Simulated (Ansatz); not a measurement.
C₂H₆InNO: molecular dynamics (part 2 of 2)

C₂H₆InNO; RKS r2SCAN/def2-SVP (Ansatz 0.2.0). The geometry comes from this level: PBE0-D4/def2-TZVP.

Geometry of the input (Å):
```
C  -0.6437  1.0220  1.6382
In 0.0037  -0.0484  -0.1011
N  1.8874  -0.7732  -0.1297
C  -1.0708  -0.5369  -1.9877
O  -2.1913  -0.1661  -2.2128
H  0.2154  1.2971  2.2503
H  -1.3124  0.3933  2.2283
H  -1.1862  1.9224  1.3498
H  2.2910  -1.2928  -0.8915
H  2.5517  -0.6653  0.6193
H  -0.5448  -1.1521  -2.7631
```

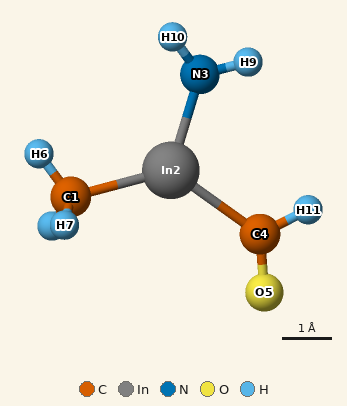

**Figure 1.** The geometry at step 13 of the log (ball-and-stick view, seen at a tilt; atoms are numbered from 1 in the order of the input).

**Trajectory as extended XYZ, continued**
```
11
Properties=species:S:1:pos:R:3:forces:R:3 step=7 time_fs=14.0 energy=-10875.59867 temperature=179.1
C    -0.6163    0.9662    1.6301   -0.9915  -0.0568   1.2821
In    0.0144   -0.0440   -0.0644   -1.0772  -0.4396  -0.9749
N     1.8854   -0.6704   -0.2129    0.5423  -0.2794  -0.4551
C    -1.0944   -0.5229   -1.9992    0.4883   0.6884   1.3719
O    -2.1957   -0.1832   -2.3256   -0.3908  -0.0745  -0.3129
H     0.1743    1.2484    2.3532   -0.3874  -0.2122  -0.0711
H    -1.5198    0.4679    2.0958    1.0508   0.1984  -0.0821
H    -1.0525    1.8556    1.2003   -0.1562   0.9708  -0.0997
H     2.2164   -1.3527   -0.8837    0.1475  -0.0529  -0.0787
H     2.4191   -0.7125    0.6332    0.6160  -0.1019   0.5001
H    -0.4073   -1.0945   -2.6394    0.1582  -0.6404  -1.0797
11
Properties=species:S:1:pos:R:3:forces:R:3 step=8 time_fs=16.0 energy=-10875.56573 temperature=172.1
C    -0.6147    0.9680    1.6418   -1.7587   1.0611   0.2747
In    0.0152   -0.0447   -0.0615   -0.9613  -0.3560  -0.9069
N     1.9016   -0.6636   -0.2252   -0.0126   0.6147   0.4911
C    -1.0931   -0.5245   -2.0038    0.4985   0.6119   1.2226
O    -2.1983   -0.1827   -2.3356    0.3087  -0.3871  -0.3312
H     0.1798    1.2361    2.3511   -0.2412  -0.1274   0.2103
H    -1.5329    0.4768    2.0793    1.0619   0.1309   0.0763
H    -1.0747    1.9028    1.2136    0.5362  -0.2882   0.4004
H     2.2013   -1.3350   -0.8889    0.5536  -0.8182  -0.7396
H     2.4223   -0.7131    0.6348    0.5067  -0.1549   0.2203
H    -0.3497   -1.1072   -2.6113   -0.4917  -0.2868  -0.9181
11
Properties=species:S:1:pos:R:3:forces:R:3 step=9 time_fs=18.0 energy=-10875.57924 temperature=181.4
C    -0.6186    0.9726    1.6534   -0.8575   1.8951  -0.6912
In    0.0158   -0.0458   -0.0588   -0.8005  -0.2866  -0.8458
N     1.9174   -0.6555   -0.2391    0.6222  -0.0356   0.7528
C    -1.0891   -0.5257   -2.0038    0.3214   0.3436   0.5819
O    -2.2009   -0.1845   -2.3468    1.1303  -0.6361  -0.1091
H     0.1819    1.2213    2.3510   -0.0587  -0.0774   0.3933
H    -1.5006    0.4945    2.0642   -0.1075  -0.4983   0.6669
H    -1.0716    1.9345    1.2387    0.6959  -0.6860   0.4721
H     2.2145   -1.3417   -0.9231    0.2360  -0.0992   0.0593
H     2.4402   -0.7260    0.6502   -0.0765  -0.1318  -0.8192
H    -0.3192   -1.1427   -2.6148   -1.1052   0.2124  -0.4611
11
Properties=species:S:1:pos:R:3:forces:R:3 step=10 time_fs=20.0 energy=-10875.63372 temperature=222.6
C    -0.6246    0.9817    1.6634    0.4219   1.7624  -0.7048
In    0.0171   -0.0476   -0.0559   -0.5841  -0.2426  -0.7872
N     1.9344   -0.6506   -0.2525    0.4324  -0.4695  -0.0688
C    -1.0866   -0.5277   -2.0013    0.0330   0.0857  -0.0228
O    -2.2013   -0.1900   -2.3574    1.5108  -0.6565   0.1684
H     0.1855    1.2127    2.3655   -0.1580  -0.1588   0.2303
H    -1.4745    0.4991    2.0747   -0.8870  -0.8871   0.9682
H    -1.0490    1.9423    1.2809    0.3701  -0.2297   0.1795
H     2.2319   -1.3478   -0.9524   -0.0478   0.4260   0.5667
H     2.4491   -0.7485    0.6283    0.1093  -0.1236  -0.4595
H    -0.3355   -1.1803   -2.6364   -1.2006   0.4937  -0.0699
11
Properties=species:S:1:pos:R:3:forces:R:3 step=11 time_fs=22.0 energy=-10875.75713 temperature=282.3
C    -0.6268    0.9937    1.6715   -0.1562   0.2799   0.3356
In    0.0189   -0.0500   -0.0526   -0.3423  -0.2055  -0.7282
N     1.9519   -0.6490   -0.2650   -0.6142  -0.0092  -0.9385
C    -1.0858   -0.5286   -1.9981   -0.2909  -0.0635  -0.3512
O    -2.1988   -0.1968   -2.3656    1.3297  -0.4191   0.4069
H     0.1846    1.2093    2.3827   -0.1296  -0.2274   0.1155
H    -1.4816    0.4720    2.1288    0.2184  -0.0945   0.2118
H    -1.0246    1.9513    1.3334   -0.1065   0.3929  -0.1565
H     2.2363   -1.3411   -0.9586    0.0052   0.1215   0.1379
H     2.4669   -0.7666    0.5762    0.8081  -0.1883   0.8822
H    -0.3992   -1.2003   -2.6599   -0.7217   0.4133   0.0844
11
Properties=species:S:1:pos:R:3:forces:R:3 step=12 time_fs=24.0 energy=-10875.79170 temperature=334.9
C    -0.6277    1.0041    1.6795   -0.6675  -0.3766   1.0301
In    0.0207   -0.0528   -0.0490   -0.1568  -0.1843  -0.6492
N     1.9663   -0.6467   -0.2789   -0.1683   0.2214   0.5468
C    -1.0857   -0.5313   -1.9943   -0.7973   0.0628  -0.4422
O    -2.1952   -0.2024   -2.3729    0.8950  -0.0476   0.6805
H     0.1870    1.2050    2.3951   -0.0514  -0.2527   0.0070
H    -1.4730    0.4423    2.1969    0.9113   0.5783  -0.4894
H    -1.0091    1.9811    1.3811   -0.2842   0.2797  -0.1908
H     2.2355   -1.3333   -0.9657    0.0988  -0.2766  -0.3529
H     2.5336   -0.7840    0.5576    0.0281   0.0584  -0.1011
H    -0.4912   -1.1984   -2.6860    0.1923  -0.0628  -0.0388
11
Properties=species:S:1:pos:R:3:forces:R:3 step=13 time_fs=26.0 energy=-10875.73069 temperature=286.4
C    -0.6300    1.0135    1.6910   -0.5965   0.3022   0.7381
In    0.0231   -0.0559   -0.0453   -0.0317  -0.1568  -0.5573
N     1.9802   -0.6447   -0.2896    0.5300  -0.2787   0.9825
C    -1.0865   -0.5370   -1.9926   -1.0890   0.1991  -0.4378
O    -2.1909   -0.2076   -2.3798    0.3697   0.3397   0.9069
H     0.1954    1.1923    2.3957    0.1316  -0.1446  -0.0010
H    -1.4262    0.4372    2.2485    0.5263   0.5416  -0.5644
H    -1.0108    2.0273    1.4156   -0.0595  -0.5966   0.0354
H     2.2326   -1.3349   -0.9982   -0.0660   0.1016   0.0261
H     2.6060   -0.7989    0.5366   -0.7162   0.2500  -0.9192
H    -0.5723   -1.1956   -2.7139    1.0012  -0.5575  -0.2094
11
Properties=species:S:1:pos:R:3:forces:R:3 step=14 time_fs=28.0 energy=-10875.67115 temperature=269.7
C    -0.6345    1.0248    1.7059    0.3017   1.1330  -0.1663
In    0.0253   -0.0587   -0.0407    0.0706  -0.1191  -0.4749
N     1.9936   -0.6449   -0.2971    0.2370  -0.4231   0.3205
C    -1.0905   -0.5424   -1.9926   -0.5920  -0.2847  -0.8398
O    -2.1863   -0.2132   -2.3842   -0.2898   0.7161   0.9674
H     0.2114    1.1694    2.3856    0.3312   0.0626   0.0324
H    -1.3570    0.4522    2.2794   -0.6336  -0.1434   0.0205
H    -1.0176    2.0583    1.4423    0.1058  -1.0696   0.1849
H     2.2269   -1.3245   -1.0338   -0.1590   0.3323   0.2662
H     2.6535   -0.8062    0.4856   -0.5455   0.2256  -0.4971
H    -0.6197   -1.2130   -2.7501    1.1735  -0.4295   0.1861
11
Properties=species:S:1:pos:R:3:forces:R:3 step=16 time_fs=32.0 energy=-10875.60270 temperature=262.2
C    -0.6297    1.0608    1.7266    1.2003  -1.0612   0.8289
In    0.0269   -0.0633   -0.0320    0.1562  -0.0478  -0.4226
N     2.0114   -0.6491   -0.3196   -1.0045   0.1979  -0.2943
C    -1.1018   -0.5528   -2.0012    0.9368  -1.3949  -1.3413
O    -2.1814   -0.2241   -2.3922   -1.0071   0.9178   0.6383
H     0.2919    1.1175    2.3612   -0.3463   0.4356  -0.4408
H    -1.2920    0.4502    2.3690   -0.3495   0.2255  -0.4549
H    -1.0256    2.0480    1.4967   -0.1935   0.2189  -0.0130
H     2.2151   -1.2824   -1.0849   -0.1144  -0.0787  -0.2895
H     2.7210   -0.8156    0.3708    0.2958   0.1073   0.6947
H    -0.5915   -1.2739   -2.7858    0.4262   0.4794   1.0945
11
Properties=species:S:1:pos:R:3:forces:R:3 step=17 time_fs=34.0 energy=-10875.58663 temperature=318.7
C    -0.6172    1.0792    1.7384    0.7726  -2.4600   1.3897
In    0.0272   -0.0657   -0.0283    0.1555  -0.0051  -0.4038
N     2.0196   -0.6531   -0.3348   -0.9136   0.3681   0.2173
C    -1.1044   -0.5650   -2.0108    1.1567  -1.1685  -0.7696
O    -2.1822   -0.2289   -2.3947   -0.8839   0.7119   0.3968
H     0.3215    1.1154    2.3388   -0.2659   0.5779  -0.3016
H    -1.2776    0.4482    2.4244    0.2710   0.7327  -1.0712
H    -1.0362    2.0401    1.5279   -0.3723   0.8952  -0.1653
H     2.1989   -1.2583   -1.1211   -0.0138  -0.2555  -0.4456
H     2.7652   -0.8143    0.3323   -0.0354   0.1472   0.3520
H    -0.5497   -1.2836   -2.7551    0.1289   0.4560   0.8013
11
Properties=species:S:1:pos:R:3:forces:R:3 step=18 time_fs=36.0 energy=-10875.64364 temperature=323.7
C    -0.6016    1.0893    1.7561   -0.0001  -1.3557   0.3632
In    0.0280   -0.0683   -0.0253    0.1478   0.0342  -0.3705
N     2.0281   -0.6589   -0.3494   -0.4379   0.0995   0.3707
C    -1.1012   -0.5822   -2.0215    0.5376  -0.2824   0.1298
O    -2.1842   -0.2299   -2.3951   -0.1985   0.2703   0.2782
H     0.3379    1.1279    2.3090    0.3507   0.6796   0.1615
H    -1.2442    0.4780    2.4411   -0.0129   0.3019  -0.6932
H    -1.0634    2.0623    1.5550    0.1474   0.0453  -0.0497
H     2.1864   -1.2379   -1.1728    0.0123  -0.0054   0.0192
H     2.8138   -0.8118    0.3029   -0.6493   0.1987  -0.2512
H    -0.5074   -1.2745   -2.6991    0.1031   0.0141   0.0421
11
Properties=species:S:1:pos:R:3:forces:R:3 step=19 time_fs=38.0 energy=-10875.55547 temperature=270.3
C    -0.5855    1.0956    1.7741   -0.2423   0.4209  -1.4639
In    0.0293   -0.0702   -0.0229    0.1703   0.0686  -0.3494
N     2.0366   -0.6673   -0.3607   -0.5837  -0.0414  -0.0450
C    -1.0950   -0.5990   -2.0322   -0.2147   0.5762   0.8513
O    -2.1855   -0.2295   -2.3947    0.6695  -0.2546   0.1969
H     0.3517    1.1562    2.2780    1.0989   0.7287   0.6651
H    -1.2010    0.5164    2.4230   -0.9870  -0.8262   0.5348
H    -1.0920    2.0815    1.5813    0.6631  -0.7232  -0.0047
H     2.1814   -1.2127   -1.2239    0.0461   0.2372   0.5376
H     2.8381   -0.8066    0.2752   -0.6409   0.1294  -0.3337
H    -0.4533   -1.2684   -2.6495    0.0208  -0.3156  -0.5889
11
Properties=species:S:1:pos:R:3:forces:R:3 step=20 time_fs=40.0 energy=-10875.54629 temperature=280.4
C    -0.5689    1.1042    1.7875    0.5518   0.1745  -1.0966
In    0.0312   -0.0712   -0.0206    0.2479   0.1011  -0.3327
N     2.0445   -0.6765   -0.3705   -1.5935   0.3638  -0.3033
C    -1.0886   -0.6120   -2.0412   -0.3422   0.7664   0.9964
O    -2.1836   -0.2307   -2.3953    1.2752  -0.6335   0.1159
H     0.4040    1.2094    2.2666    0.1832   0.4936   0.3527
H    -1.1895    0.5147    2.4266   -0.6921  -0.7982   0.6103
H    -1.0950    2.0669    1.6074    0.4941  -0.3314  -0.1797
H     2.1771   -1.1691   -1.2556    0.1698   0.0004   0.2509
H     2.8416   -0.7998    0.2368    0.1389  -0.0150   0.2238
H    -0.3953   -1.2773   -2.6275   -0.4331  -0.1216  -0.6377
```

**Key numbers**

| quantity | value |
| --- | --- |
| outcome | finished |
| mean temperature over the second half | 281 K |
| trajectory | 20 steps, 40 fs |
| ensemble | nvt_langevin |
| temperature in the input | 500 K |
| time step | 2 fs |
| potential energy (last step) | −10875.5463 eV |
| SCF solution under orbital rotations (last step) | stable |
| largest force (length of the vector) (last step) | 1.662 eV/Å |
| dipole moment (last step) | 2.38 D |
| hardware | 4 threads of Arm Neoverse V1, 23 GiB of memory available, shared host |
| wall time | 48 s (CPU time 3 min) |
| peak memory | 0.18 GiB |

So short a trajectory is not equilibrated. The logged temperature at the start can lie below the typed one, since it is counted over all degrees of freedom. The temperature stays far from the 500 K of the thermostat over the second half: the run isn't equilibrated.
